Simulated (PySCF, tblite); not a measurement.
**C₅H₉ClSSi: geometry, infrared bands and NMR shifts**

Wanted: the infrared bands and NMR shifts of C₅H₉ClSSi (`[SiH3]CC(=S)C1(Cl)CC1`), by calculation.

Programs: tblite 0.8.0 and PySCF 2.14.0, with density-fitted response routines of our own. Each step states its level of theory. These are calculated values for one molecule in the gas phase, unless marked as measured. Atoms are numbered from 0 throughout.

## 1. The molecule as given

17 atoms, charge 0, multiplicity 1; geometry from: force field or distance geometry start.

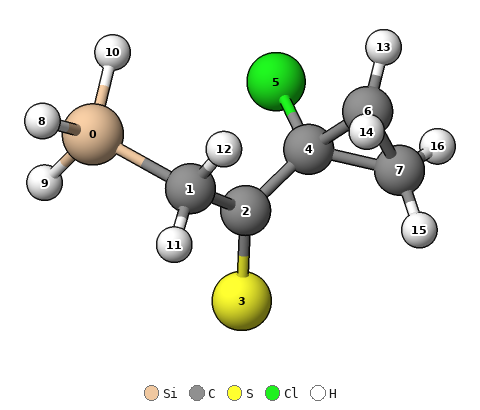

As it starts; silicon light orange, carbon grey, sulfur yellow, chlorine green, hydrogen white, atoms numbered; sticks join atoms by distance.

## 2. Optimising the geometry with GFN2-xTB

Job settings and geometry (Å):

```
{"job": {"kind": "relax", "xc": "GFN2-xTB", "basis": "xTB"}, "charge": 0, "multiplicity": 1}
Si     2.579200     0.014400     0.621800
C      1.313400     0.034100    -0.762900
C      0.107200    -0.835900    -0.535500
S      0.006600    -2.418300    -1.059500
C     -1.088600    -0.270800     0.186500
Cl    -1.107900    -0.502500     1.953200
C     -1.689100     1.048000    -0.299300
C     -2.449500    -0.220800    -0.477300
H      3.742100     0.846000     0.233600
H      3.043400    -1.359400     0.910800
H      1.985900     0.606300     1.850700
H      1.808500    -0.278700    -1.682100
H      0.989500     1.064900    -0.901900
H     -2.045600     1.748000     0.444300
H     -1.303600     1.528200    -1.186600
H     -2.568300    -0.603700    -1.479200
H     -3.330100    -0.387900     0.140000
```

On the command line:

```bash
OMP_NUM_THREADS=1 python probes_run.py task.json out
```

The driver reads the jobs from task.json and runs them one after another.

The program printed:

```text
step      E/eV     max force
  0    -674.10289    1.668
  1    -674.20482    0.646
  2    -674.23468    0.426
  3    -674.24648    0.339
  4    -674.26141    0.350
  5    -674.27254    0.248
  6    -674.27962    0.252
  7    -674.28329    0.192
  8    -674.28662    0.159
  9    -674.28980    0.128
 10    -674.29253    0.142
 11    -674.29482    0.127
 12    -674.29671    0.115
 13    -674.29824    0.102
 14    -674.29960    0.094
 15    -674.30096    0.086
 16    -674.30228    0.108
 17    -674.30333    0.079
 18    -674.30403    0.057
 19    -674.30457    0.063
 20    -674.30517    0.086
 21    -674.30593    0.098
 22    -674.30689    0.072
 23    -674.30793    0.070
 24    -674.30884    0.080
 25    -674.30952    0.070
 26    -674.31001    0.051
 27    -674.31041    0.058
 28    -674.31083    0.070
 29    -674.31133    0.067
 30    -674.31187    0.059
 31    -674.31236    0.068
 32    -674.31275    0.058
 33    -674.31311    0.055
 34    -674.31346    0.052
 35    -674.31380    0.035
 36    -674.31408    0.046
 37    -674.31432    0.042
 38    -674.31457    0.042
 39    -674.31485    0.040
 40    -674.31515    0.042
 41    -674.31548    0.060
 42    -674.31593    0.079
 43    -674.31670    0.099
 44    -674.31791    0.096
 45    -674.31939    0.119
 46    -674.32091    0.110
 47    -674.32256    0.127
 48    -674.32469    0.162
 49    -674.32787    0.174
 50    -674.33156    0.166
 51    -674.33448    0.141
 52    -674.33659    0.121
 53    -674.33256    0.326
 54    -674.34011    0.155
 55    -674.34177    0.118
 56    -674.34733    0.136
 57    -674.34897    0.101
 58    -674.35199    0.101
 59    -674.35410    0.083
 60    -674.35565    0.077
 61    -674.35639    0.096
 62    -674.35728    0.081
 63    -674.35820    0.059
 64    -674.35935    0.061
 65    -674.36072    0.077
 66    -674.36210    0.078
 67    -674.36330    0.087
 68    -674.36442    0.089
 69    -674.36569    0.080
 70    -674.36740    0.095
 71    -674.36952    0.134
 72    -674.37150    0.125
 73    -674.37289    0.107
 74    -674.37412    0.083
 75    -674.37486    0.058
 76    -674.37590    0.080
 77    -674.37723    0.095
 78    -674.37852    0.080
 79    -674.37975    0.081
 80    -674.38100    0.087
 81    -674.38273    0.103
 82    -674.38403    0.133
 83    -674.38654    0.085
 84    -674.38863    0.126
 85    -674.39043    0.091
 86    -674.39272    0.160
 87    -674.39642    0.192
 88    -674.40108    0.182
 89    -674.40388    0.244
 90    -674.40749    0.228
 91    -674.41136    0.157
 92    -674.41443    0.113
 93    -674.41915    0.125
 94    -674.42195    0.146
 95    -674.42634    0.195
 96    -674.43271    0.225
 97    -674.43821    0.204
 98    -674.44489    0.171
 99    -674.45109    0.236
100    -674.45810    0.226
101    -674.46313    0.211
102    -674.46891    0.139
103    -674.47334    0.105
104    -674.47664    0.115
105    -674.47854    0.127
106    -674.48028    0.149
107    -674.48206    0.115
108    -674.48476    0.127
109    -674.48685    0.113
110    -674.48831    0.083
111    -674.48927    0.077
112    -674.49025    0.079
113    -674.49118    0.064
114    -674.49185    0.055
115    -674.49234    0.052
116    -674.49276    0.049
117    -674.49327    0.055
118    -674.49375    0.048
119    -674.49411    0.052
120    -674.49444    0.047
121    -674.49488    0.058
122    -674.49546    0.072
123    -674.49608    0.068
124    -674.49664    0.049
125    -674.49723    0.058
126    -674.49802    0.064
127    -674.49907    0.071
128    -674.50021    0.063
129    -674.50099    0.066
130    -674.50167    0.078
131    -674.50221    0.070
132    -674.50287    0.045
133    -674.50309    0.045
134    -674.50333    0.027
135    -674.50347    0.041
136    -674.50363    0.041
137    -674.50377    0.028
138    -674.50389    0.020
139    -674.50396    0.017
140    -674.50401    0.016
141    -674.50404    0.011
142    -674.50408    0.011
143    -674.50411    0.013
144    -674.50414    0.016
145    -674.50416    0.014
146    -674.50418    0.011
147    -674.50419    0.005
```

Run time: 2.5 s. Hardware: 1 thread of Arm Neoverse N1, shared host; peak memory 0.18 GiB.

Along the way: (not every step is listed)

```tsv
step	energy from step 0 (eV)	largest force (eV/Å)
0	0.0000	1.6679
1	-0.1019	0.6458
2	-0.1318	0.4260
3	-0.1436	0.3391
4	-0.1585	0.3502
5	-0.1697	0.2477
6	-0.1767	0.2521
7	-0.1804	0.1920
8	-0.1837	0.1589
21	-0.2030	0.0977
34	-0.2106	0.0519
47	-0.2197	0.1274
60	-0.2528	0.0774
73	-0.2700	0.1068
86	-0.2898	0.1596
99	-0.3482	0.2363
112	-0.3874	0.0793
125	-0.3943	0.0582
138	-0.4010	0.0197
142	-0.4012	0.0110
143	-0.4012	0.0130
144	-0.4013	0.0162
145	-0.4013	0.0137
146	-0.4013	0.0112
147	-0.4013	0.0052
```

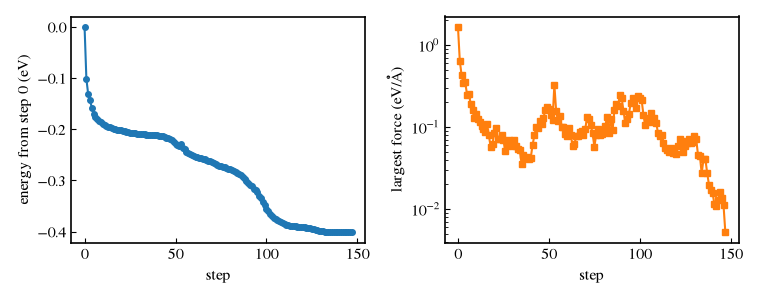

Energy and largest force along the relaxation.

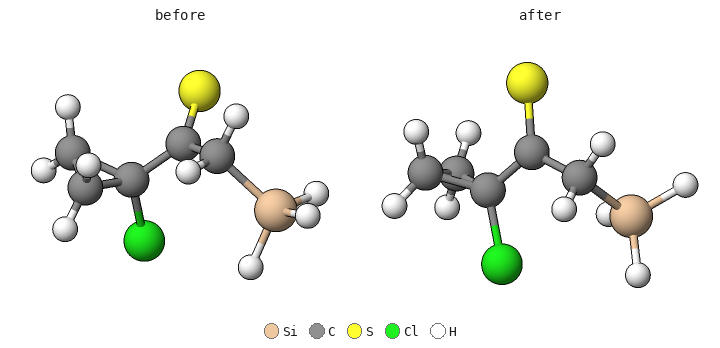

Before and after, at one scale.

Close pairs (by a distance rule), those that changed most:

```tsv
bond	before (Å)	after (Å)	change (Å)
Si0–C1	1.876	1.938	+0.062
C1–C2	1.505	1.463	-0.041
C2–C4	1.507	1.468	-0.039
C2–S3	1.670	1.638	-0.032
Si0–H10	1.487	1.459	-0.028
Si0–H8	1.481	1.462	-0.019
Si0–H9	1.479	1.461	-0.018
C4–C6	1.528	1.512	-0.017
```

The final coordinates are the input of the step that follows.

## 3. Infrared spectrum with GFN2-xTB

Job settings and geometry (Å):

```
{"job": {"kind": "ir", "xc": "GFN2-xTB", "basis": "xTB"}, "charge": 0, "multiplicity": 1}
Si     2.287725    -0.476107     0.853110
C      1.565728     0.483705    -0.668141
C      0.227464    -0.016546    -0.985116
S     -0.050641    -0.967840    -2.289733
C     -0.885050     0.307074    -0.083375
Cl    -0.421637     1.180194     1.381613
C     -2.246391     0.640966    -0.649772
C     -2.048575    -0.644073     0.072853
H      3.446237    -1.219356     0.360171
H      1.297050    -1.411752     1.378986
H      2.674035     0.509000     1.858241
H      2.219267     0.348536    -1.527014
H      1.532056     1.541081    -0.408462
H     -2.802959     1.429898    -0.168249
H     -2.333298     0.615903    -1.726234
H     -2.001590    -1.556136    -0.504039
H     -2.466417    -0.752518     1.061648
```

The program printed:

```text
mode    cm-1     km/mol
  1      38.4      3.11
  2      65.1      1.07
  3     123.5      2.82
  4     137.4      0.06
  5     213.7      4.33
  6     253.8      0.86
  7     268.2      0.12
  8     320.9      1.47
  9     343.4      6.12
 10     370.0      5.51
 11     522.5     14.57
 12     550.5     29.05
 13     557.7     37.47
 14     600.1     24.68
 15     694.1     69.85
 16     760.0    116.70
 17     762.8    102.46
 18     784.1    136.72
 19     793.3    142.72
 20     799.1     74.09
 21     816.1    169.58
 22     913.1      0.44
 23     939.6      0.77
 24     980.6     13.22
 25    1013.6     73.35
 26    1068.9      3.00
 27    1069.6      1.80
 28    1094.6     28.66
 29    1142.9      0.29
 30    1157.3    144.63
 31    1229.0     81.04
 32    1252.8     55.00
 33    1337.5     56.47
 34    1402.5      9.99
 35    1447.5     14.98
 36    1454.2      3.72
 37    2284.4    361.79
 38    2297.4    128.41
 39    2304.7    278.49
 40    2982.2     17.94
 41    3019.8     15.54
 42    3080.7      0.72
 43    3082.8      5.03
 44    3100.2      1.22
 45    3114.4     17.05
```

It took 1.4 s on 1 thread of Arm Neoverse N1, shared host; peak memory 0.18 GiB.

The strongest bands and the atoms that carry them (share of the mass-weighted mode):

```tsv
cm⁻¹	km/mol	atoms
760	116.7	H10 31 %, H9 21 %
784	136.7	H8 32 %, H10 29 %, H9 23 %
793	142.7	H8 17 %, H9 15 %, H16 10 %
816	169.6	H9 28 %, H12 17 %, H11 15 %, H8 14 %
1157	144.6	H11 42 %, H12 19 %, C1 18 %
2284	361.8	H8 89 %
2297	128.4	H9 88 %
2305	278.5	H10 94 %
```

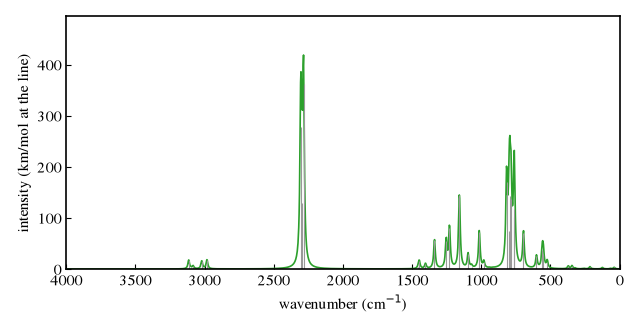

The infrared spectrum from these modes, unscaled. Lines are broadened to a width of 14 cm⁻¹ (Lorentzian).

## 4. Shielding tensors: PBE0/pcSseg-1

Same as in step 3 but for these lines:

```diff
@@ -1,2 +1,2 @@
-{"job": {"kind": "ir", "xc": "GFN2-xTB", "basis": "xTB"}, "charge": 0, "multiplicity": 1}
+{"job": {"kind": "nmr", "xc": "PBE0", "basis": "pcSseg-1"}, "charge": 0, "multiplicity": 1}
 Si     2.287725    -0.476107     0.853110
```

Level: GIAO PBE0/pcSseg-1 NMR shielding, non-relativistic, gas phase.

The program printed:

```text
coarse grid: 15888 points
cycle   1  E = -1342.9573893859  dE =  1.074e+00  |g| = 4.391e-01  |ddm| = 3.960e+00
cycle   2  E = -1342.8662159236  dE =  9.117e-02  |g| = 7.562e-01  |ddm| = 1.382e+00
cycle   3  E = -1343.0051585655  dE = -1.389e-01  |g| = 1.529e-01  |ddm| = 1.072e+00
cycle   4  E = -1343.0110213833  dE = -5.863e-03  |g| = 4.337e-02  |ddm| = 2.338e-01
cycle   5  E = -1343.0115128263  dE = -4.914e-04  |g| = 1.077e-02  |ddm| = 6.918e-02
cycle   6  E = -1343.0115417656  dE = -2.894e-05  |g| = 2.558e-03  |ddm| = 1.572e-02
cycle   7  E = -1343.0115430685  dE = -1.303e-06  |g| = 1.123e-03  |ddm| = 4.639e-03
final grid: 139808 points
cycle   8  E = -1343.0597957363  dE = -3.364e-05  |g| = 1.028e-02  |ddm| = 3.839e-02
cycle   9  E = -1343.0597268401  dE =  6.890e-05  |g| = 1.868e-02  |ddm| = 3.452e-02
cycle  10  E = -1343.0598210329  dE = -9.419e-05  |g| = 2.784e-03  |ddm| = 2.634e-02
cycle  11  E = -1343.0598229357  dE = -1.903e-06  |g| = 4.320e-04  |ddm| = 3.441e-03
cycle  12  E = -1343.0598229775  dE = -4.177e-08  |g| = 9.738e-05  |ddm| = 6.029e-04
cycle  13  E = -1343.0598229794  dE = -1.926e-09  |g| = 4.122e-05  |ddm| = 1.483e-04
cycle  14  E = -1343.0598229798  dE = -4.195e-10  |g| = 9.062e-06  |ddm| = 5.250e-05
converged SCF energy = -1343.0598229798

GIAO shielding tensors (ppm)
atom      isotropic    diamagn.    paramagn.     s11        s22        s33       span
  0 Si     413.334     878.129    -464.795    393.161    396.996    449.844     56.683
  1 C      140.729     252.610    -111.881    107.142    138.370    176.674     69.531
  2 C      -81.856     256.277    -338.133   -238.528   -136.273    129.233    367.760
  3 S     -220.620    1058.324   -1278.944  -1091.293   -223.960    653.394   1744.687
  4 C      125.191     248.328    -123.137     97.461     99.436    178.675     81.214
  5 Cl     740.596    1149.592    -408.995    552.193    669.786    999.811    447.618
  6 C      149.254     253.357    -104.103     95.843    174.554    177.365     81.522
  7 C      149.911     250.646    -100.735     96.650    173.145    179.938     83.288
  8 H       27.638      28.360      -0.722     23.617     25.528     33.768     10.151
  9 H       27.897      29.014      -1.117     23.686     28.809     31.195      7.509
 10 H       27.456      28.770      -1.314     23.701     26.246     32.422      8.721
 11 H       27.957      30.579      -2.622     23.883     27.585     32.402      8.520
 12 H       27.931      30.825      -2.894     24.293     27.802     31.700      7.407
 13 H       30.012      30.915      -0.904     24.044     28.025     37.966     13.922
 14 H       29.669      31.510      -1.841     23.958     28.307     36.743     12.784
 15 H       29.187      30.985      -1.797     23.356     27.851     36.355     12.999
 16 H       30.126      30.589      -0.463     24.318     28.273     37.787     13.469
```

Run time: 77 s. Hardware: 1 thread of Arm Neoverse N1, shared host; peak memory 0.92 GiB.

The references, computed at this level on geometries of the same kind, shield at (ppm): ¹H TMS 31.72, ¹³C TMS 186.9, ²⁹Si TMS 349.2, ³³S CS2 504, ³⁵Cl HCl 950. Their shielding less the atom's gives the shift. The references are single molecules in the gas phase. Atoms listed in one row are averaged.

```tsv
atoms	environment	σ (ppm)	δ (ppm)	δ scaled to CDCl3
C2	thiocarbonyl carbon	-81.9	268.8	256.0
C4	three-membered-ring carbon bearing a halogen	125.2	61.7	58.3
C1	sp3 CH2 bonded to Si	140.7	46.2	43.2
C6, C7	three-membered-ring carbon	149.6	37.3	34.5
H8, H9, H10	hydrogen on a silicon bonded to C	27.66	4.05	–
H11, H12	hydrogen on an sp3 CH2 bonded to Si	27.94	3.77	3.66
H14, H15	hydrogen on a three-membered-ring carbon	29.43	2.29	2.26
H13, H16	hydrogen on a three-membered-ring carbon	30.07	1.65	1.66
Si0	silicon bonded to C, 3 H	413.3	-64.2	–
S3	thione sulfur	-221	724	–
Cl5	chlorine bonded to C	741	209	–
```

The scaled column applies a straight-line fit of computed shieldings to shifts measured in CDCl3, with any fitted terms for Cl, Br or S neighbours (root-mean-square error 0.16 ppm for H, 1.9 ppm for C).

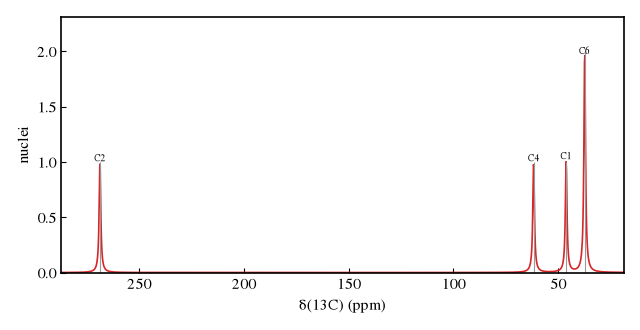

¹³C lines at the computed shifts, without couplings. Lines are broadened to a width of 0.93 ppm (Lorentzian).

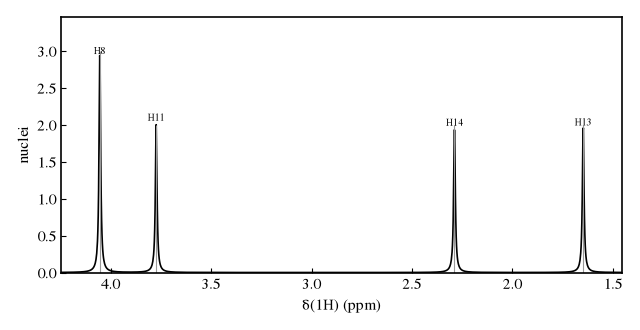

¹H lines at the computed shifts, without couplings. Lines are broadened to a width of 0.01 ppm (Lorentzian).

Charges from the same density, by scheme (e):

```tsv
atoms	Mulliken	IAO	Hirshfeld	ESP fit
Si0	0.52	0.62	0.31	0.36
C1	-0.38	-0.54	-0.16	-0.22
C2	-0.22	-0.02	0.05	0.08
S3	-0.11	-0.15	-0.12	-0.22
C4	-0.32	-0.01	0.03	0.07
Cl5	-0.08	-0.07	0.01	-0.12
C6, C7	-0.09	-0.26	-0.08	-0.24
```

Hirshfeld charges:

Si0 0.31; C1 -0.16; C2 0.05; S3 -0.12; C4 0.03; Cl5 0.01; C6 -0.08; C7 -0.08; H8 -0.07; H9 -0.08; H10 -0.08; H11 0.05; H12 0.04; H13 0.05; H14 0.05; H15 0.04; H16 0.05

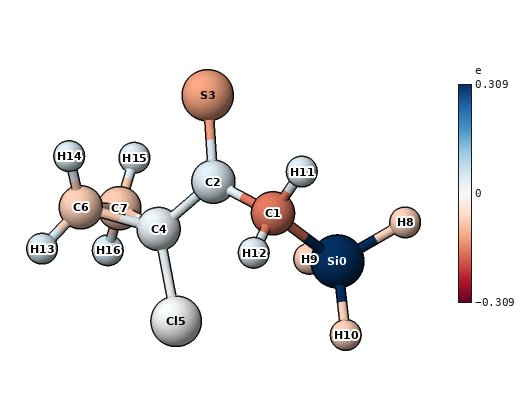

Hirshfeld charges, as colours on the atoms.

Mayer bond orders: Si0–C1 0.80, C1–C2 1.07, C2–S3 1.84, C2–C4 0.94, C4–Cl5 1.04, C4–C6 0.89, C6–C7 0.97, C7–C4 0.89.

Ring of atoms C4, C6, C7: NICS(0) -42.1, NICS(1) -7.4, NICS(1)zz -22.0 ppm (means of both faces).

The two faces differ (NICS(1)zz -25.8 and -18.2 ppm).

In rings of three or four atoms NICS is ruled by the nearby σ bonds, so it says little on aromaticity.

## 5. What came out

```
                                                               quantity                        value
                              strongest single infrared mode (GFN2-xTB)        2284 cm⁻¹, 362 km/mol
                                           zero-point energy (GFN2-xTB)                75.1 kcal/mol
¹³C shifts against TMS (PBE0/pcSseg-1, means over atoms taken as alike)  268.8, 61.7, 46.2, 37.3 ppm
 ¹H shifts against TMS (PBE0/pcSseg-1, means over atoms taken as alike)   4.05, 3.77, 2.29, 1.65 ppm
                                ²⁹Si shifts against TMS (PBE0/pcSseg-1)                    -64.2 ppm
                                 ³³S shifts against CS2 (PBE0/pcSseg-1)                      724 ppm
                                ³⁵Cl shifts against HCl (PBE0/pcSseg-1)                      209 ppm
```

What this shows: Over 147 steps the energy fell by 0.401 eV; of the close pairs, Si0–C1 changed most, 1.876 to 1.938 Å. All 45 modes are real, so the xTB geometry is a minimum. The strongest single mode, at 2284 cm⁻¹, moves mainly H8. GFN2-xTB is a fitted tight-binding method: band positions and strengths are rough. Its intensities can rank the bands wrongly. The most deshielded carbon is C2 (thiocarbonyl carbon), at 268.8 ppm: low-lying n→π* states of the double bond to the heteroatom give a large paramagnetic term (-338 ppm). At PBE0/pcSseg-1: Shielding is most anisotropic at S3 (span 1745 ppm, paramagnetic term -1279 ppm).
